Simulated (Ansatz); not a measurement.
## Fields on a plane of RhPb (space group P6/mmm)

```
CELL_PARAMETERS angstrom
      5.61858     0.00000     0.00000
     -2.80929     4.86583     0.00000
      0.00000     0.00000     4.40103
ATOMIC_POSITIONS crystal
  Rh 0.00000 0.50000 0.00000
  Rh 0.50000 0.00000 0.00000
  Rh 0.50000 0.50000 0.00000
  Pb 0.66667 0.33333 0.50000
  Pb 0.33333 0.66667 0.50000
  Pb 0.00000 0.00000 0.00000
```

The slice is a (-1 1 0 0) plane (indices of the conventional cell) through the point (0.000, 0.500, 0.000) (fractional), spanned by u = [001] and v = [110] in vectors of this cell: u (4.40 Å) and v (5.62 Å, at 90° to u). It covers one period; positions are fractions (u, v).

Atoms on it: Rh at (0.00, 0.00); Rh at (0.00, 0.50). Other atoms lie within 1 Å of the plane.

Method: LDA (plane waves to 420 eV, PAW, scalar-relativistic; Ansatz, a first-principles code). k mesh 10×10×11. Inside the PAW spheres the values are not all-electron values, and peaks at nuclei hang on which shells count as valence. RhPb is run without spin polarisation. RhPb was relaxed with its symmetry unable to fall. Spin-orbit coupling is left out, though Pb is heavy.

```
|@@@@%%##==::..                  ..::==##%%@@|
|%%%%##**==::..                  ..::==**##%%|
|####**==--....  ..............  ....--==**##|
|++====::::........::::::::::........::::====|
|::::::....  ....::::------::::....  ....::::|
|......      ....::--======--::....      ....|
|....        ....::--======--::....        ..|
|......      ....::--======--::....      ....|
|::::::....  ....::::------::::....  ....::::|
|++====::::........::::::::::........::::====|
|####**==--....  ..............  ....--==**##|
|%%%%##**==::..                  ..::==**##%%|
|@@@@%%##==::..                  ..::==##%%@@|
|@@@@%%##++::..                  ..::++##%%@@|
|@@@@%%##==::..                  ..::==##%%@@|
|%%%%##**==::..                  ..::==**##%%|
|####**==--....  ..............  ....--==**##|
|++====::::........::::::::::........::::====|
|::::::....  ....::::------::::....  ....::::|
|......      ....::--======--::....      ....|
|....        ....::--======--::....        ..|
|......      ....::--======--::....      ....|
|::::::....  ....::::------::::....  ....::::|
|++====::::........::::::::::........::::====|
|####**==--....  ..............  ....--==**##|
|%%%%##**==::..                  ..::==**##%%|
|@@@@%%##==::..                  ..::==##%%@@|
|@@@@%%##++::..                  ..::++##%%@@|
```
Scale: ten equal steps from -0.73 (start of ' ') to 1.18 (end of '@'), in the order ' .:-=+*#%@'. Values: log₁₀ of the valence density in e/Å³. The map has 22 points along u (two characters each, u = 0 at the left) and 28 along v (v = 0 in the bottom row). The scale is logarithmic, as a density can span decades between atoms and voids.

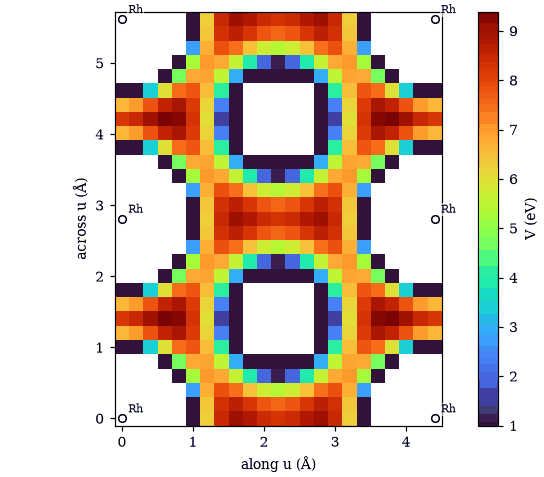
Fig. 1. Electrostatic potential energy of an electron, from the cell's mean, in eV, one period of the plane, atoms marked. Points within 1 Å of a nucleus are left white, as the pseudised field means little there. Values under 1 eV are set to 1. The zero, the cell's mean, hangs on the PAW cores.

* **Density on the Rh–Rh line (2.81 Å) at its midpoint**: 0.31 e/Å³
* **ELF at that point**: 0.28
